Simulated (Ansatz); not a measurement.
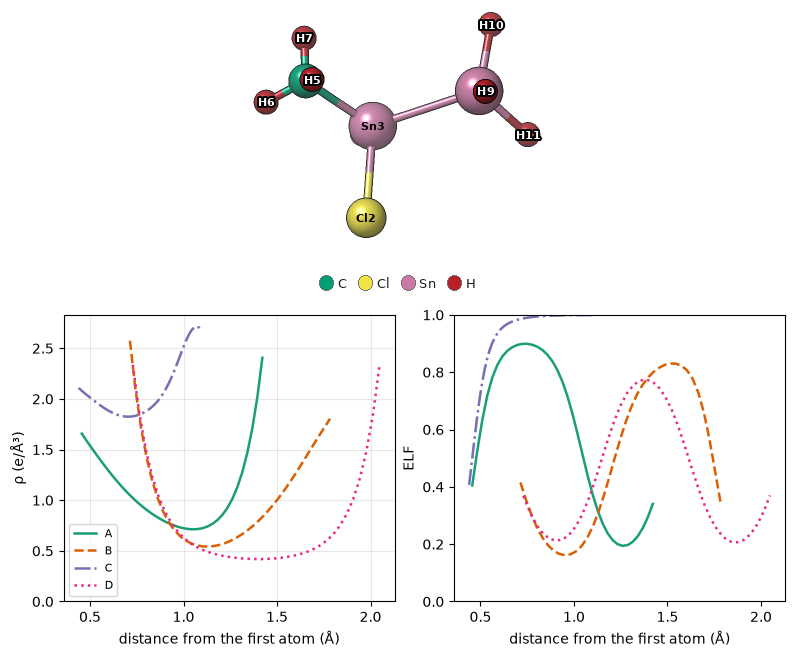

CH$_{7}$ClSn$_{2}$. Electron density and electron localisation function along straight lines between neighbouring atoms. The curves leave out the atomic cores. The structure is drawn too.

Geometry: PBE0-D3(BJ)/def2-SVP; core potentials replace the inner electrons of Sn.

These are results of isolated molecule in a Gaussian basis; Kohn-Sham density functional theory, functional PBE0 (Ansatz), not measurements.

The calculation's input:

```
crystal:
  periodic: [false, false, false]
  atoms:
    - symbol: C
      position_ang: [1.314177, 0.745340, 2.519060]
    - symbol: Cl
      position_ang: [-0.856720, 3.379281, 1.395906]
    - symbol: Sn
      position_ang: [0.090756, 1.270836, 0.836135]
    - symbol: Sn
      position_ang: [-2.101823, -0.375170, 0.392632]
    - symbol: H
      position_ang: [0.682774, 0.633052, 3.410664]
    - symbol: H
      position_ang: [2.050133, 1.542544, 2.692661]
    - symbol: H
      position_ang: [1.838688, -0.200507, 2.320770]
    - symbol: H
      position_ang: [1.043660, 1.576682, -0.560907]
    - symbol: H
      position_ang: [-3.036998, -0.460106, 1.823820]
    - symbol: H
      position_ang: [-1.591794, -1.958521, -0.027581]
    - symbol: H
      position_ang: [-3.059792, 0.255820, -0.876333]
basis:
  gaussian:
    orbitals: def2-TZVPD
magnetization:
  spin_polarized: false
hamiltonian:
  xc: pbe0
output:
  forces: true
  orbitals: {seedname: orbitals}
```

Launched as:

```sh
ansatz run input.yaml --threads 2 --pin off --max-ram 4350MiB --events-out events.jsonl --progress --plain --runs-dir runs
```

> Which curve belongs to which contact (C–H, C–Sn, Sn–Cl and Sn–Sn)? The first atom named is at distance zero.

Curve A: C–Sn (2.15 Å): ρ at the midpoint is about 0.71 e/Å³; the ELF peaks at about 0.90 in the valence shell of C, 0.8 Å from its nucleus, and drops to about 0.20 between the two atoms. Curve B: Sn–Cl (2.38 Å): ρ is about 0.56 e/Å³ halfway; the ELF peaks at about 0.85 in the valence shell of Cl, 0.9 Å from its nucleus, and drops to about 0.15 between the two atoms. Curve C: C–H (1.10 Å): ρ at the midpoint is about 1.9 e/Å³; the ELF climbs to about 1 towards the hydrogen, as it does in any bond to H: a covalent bond by its length. Curve D: Sn–Sn (2.78 Å): ρ at the midpoint is about 0.42 e/Å³; the ELF peaks at about 0.75 between the atoms; localised, covalent bonding.
